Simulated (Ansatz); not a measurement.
**MP2/cc-pVDZ run of C4H7B (SMILES C#CB(C)C)**

Aim: the energy change on altering one bond length of C4H7B at MP2/cc-pVDZ, from 2 runs. 

The results are computed with Ansatz 0.2.0.

33 further runs of the same task are left out: 33 set aside as unsound or not needed. Runs told in other sessions of the task aren't counted.

## (1) The structure to begin with

C4H7B: 12 atoms, total charge 0, spin state singlet. SMILES: `C#CB(C)C`. The shape is that of a PBE0-D4/def2-TZVP optimisation.

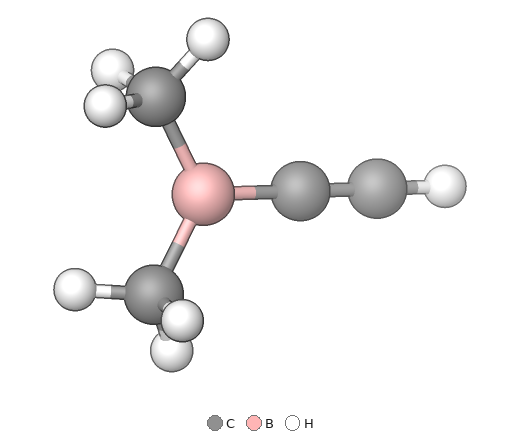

Viewed from a chosen angle; carbon grey, boron pink, hydrogen white.

## (2) The energy at MP2/cc-pVDZ

Contents of input.yaml:

```yaml
crystal:
  periodic: [false, false, false]
  atoms:
    - {symbol: C, position_ang: [-0.661600, 2.532300, 0.484500]}
    - {symbol: C, position_ang: [-0.357900, 1.383300, 0.266900]}
    - {symbol: B, position_ang: [0.024200, -0.067500, -0.009200]}
    - {symbol: C, position_ang: [-0.665800, -1.205600, 0.811900]}
    - {symbol: C, position_ang: [1.094600, -0.379000, -1.106000]}
    - {symbol: H, position_ang: [-0.929800, 3.545600, 0.676300]}
    - {symbol: H, position_ang: [-0.078400, -2.125800, 0.854900]}
    - {symbol: H, position_ang: [-1.592200, -1.454800, 0.272500]}
    - {symbol: H, position_ang: [-0.970700, -0.909700, 1.817200]}
    - {symbol: H, position_ang: [2.071000, -0.357100, -0.598500]}
    - {symbol: H, position_ang: [1.148800, 0.363300, -1.904000]}
    - {symbol: H, position_ang: [0.995000, -1.380100, -1.532400]}
basis:
  gaussian:
    orbitals: cc-pVDZ
correlation:
  method: mp2
  frozen_orbitals: {B: 1, C: 1, H: 0}
accuracy: high
```

Run with:

```
$ ansatz run input.yaml --threads 1 --pin off --max-ram 2610MiB --events-out events.jsonl --progress --plain --runs-dir runs
```

Log:

```text
Warning: RAYON_NUM_THREADS=1 ignored (pool sized by the plan → 1); use --threads N
Functional definition: HF
  name "HF"
  exchange = exact_x
  correlation = 0
2485 factors; integrals over basis functions are off by at most 3.4e-9 eV
mean field evaluation 1: about -4900.1365 eV, gradient 3.3e1 eV
mean field evaluation 2: about -4900.3328 eV, gradient 3.3e1 eV
mean field evaluation 4: about -4903.5851 eV, gradient 4.2e0 eV
mean field evaluation 8: about -4903.6468 eV, gradient 2.7e-1 eV
mean field evaluation 16: about -4903.6477 eV, gradient 7.3e-9 eV
mean field -4903.64769796 eV, -180.2057290883 hartree, gradient 7.3e-9 eV, S^2 0.000000; 0 other end points of the search recorded, 0 dependent functions left out
5 core orbitals not correlated: weight in the atoms' cores, before any rotation towards them, 1.000 or more for the frozen orbitals, at most 0.000 for the correlated occupied ones
reference -4903.64769796 eV, -180.2057290883 hartree; 13, 13 occupied and 87, 87 virtual orbitals, 2485 factors
second order -16.75875894 eV of doubles, -0.00000000 eV of singles
Total energy: -4920.40645690 eV, -180.8216021198 hartree
```

It took 5.4 s on 1 thread of Arm Neoverse V2, shared host; peak memory 0.32 GiB.

## (3) The distorted shape, same level

Contents of molecule.yaml:

```yaml
crystal:
  periodic: [false, false, false]
  atoms:
    - {symbol: C, position_ang: [-0.749695, 2.670307, 0.478051]}
    - {symbol: C, position_ang: [-0.445995, 1.521307, 0.260451]}
    - {symbol: B, position_ang: [-0.063895, 0.070507, -0.015649]}
    - {symbol: C, position_ang: [-0.753895, -1.067593, 0.805451]}
    - {symbol: C, position_ang: [1.006505, -0.240993, -1.112449]}
    - {symbol: H, position_ang: [-1.017895, 3.683607, 0.669851]}
    - {symbol: H, position_ang: [-0.078400, -2.125800, 0.854900]}
    - {symbol: H, position_ang: [-1.680295, -1.316793, 0.266051]}
    - {symbol: H, position_ang: [-1.058795, -0.771693, 1.810751]}
    - {symbol: H, position_ang: [1.982905, -0.219093, -0.604949]}
    - {symbol: H, position_ang: [1.060705, 0.501307, -1.910449]}
    - {symbol: H, position_ang: [0.906905, -1.242093, -1.538849]}
basis:
  gaussian: {orbitals: cc-pVDZ}
correlation: {method: mp2, frozen_orbitals: {B: 1, C: 1, H: 0}}
accuracy: high
```

Run with:

```
$ ansatz run molecule.yaml --threads 1 --pin off --max-ram 2610MiB --events-out events.jsonl --progress --plain --runs-dir runs
```

Log:

```text
Warning: RAYON_NUM_THREADS=1 ignored (pool sized by the plan → 1); use --threads N
Functional definition: HF
  name "HF"
  exchange = exact_x
  correlation = 0
2487 factors; integrals over basis functions are off by at most 3.5e-9 eV
mean field evaluation 1: about -4899.7951 eV, gradient 3.3e1 eV
mean field evaluation 2: about -4899.9887 eV, gradient 3.3e1 eV
mean field evaluation 4: about -4903.2255 eV, gradient 4.3e0 eV
mean field evaluation 8: about -4903.2900 eV, gradient 2.7e-1 eV
mean field evaluation 16: about -4903.2908 eV, gradient 7.2e-9 eV
mean field -4903.29084779 eV, -180.1926150864 hartree, gradient 7.2e-9 eV, S^2 0.000000; 0 other end points of the search recorded, 0 dependent functions left out
5 core orbitals not correlated: weight in the atoms' cores, before any rotation towards them, 1.000 or more for the frozen orbitals, at most 0.000 for the correlated occupied ones
reference -4903.29084779 eV, -180.1926150864 hartree; 13, 13 occupied and 87, 87 virtual orbitals, 2487 factors
second order -16.81241640 eV of doubles, -0.00000000 eV of singles
Total energy: -4920.10326419 eV, -180.8104599932 hartree
```

Wall time 6 s (1 thread of Arm Neoverse V2, shared host); peak memory 0.32 GiB.

## (4) Summary of results

Level: MP2/cc-pVDZ, 5 core orbitals frozen.

| quantity | value |
| --- | --- |
| first shape: total energy | -180.82160 Eh |
| first shape: correlation energy (5 core orbitals frozen) | -615.9 mEh |
| distorted shape: total energy | -180.81046 Eh |
| distorted shape: correlation energy (5 core orbitals frozen) | -617.8 mEh |
| energy change with the C4–H7 bond stretched from 1.093 to 1.256 Å | 0.303 eV |

What this shows: With the C4–H7 bond stretched from 1.093 to 1.256 Å the energy rises by 0.30 eV (29.3 kJ/mol). The first shape isn't relaxed at this level, so the change isn't measured from a minimum.
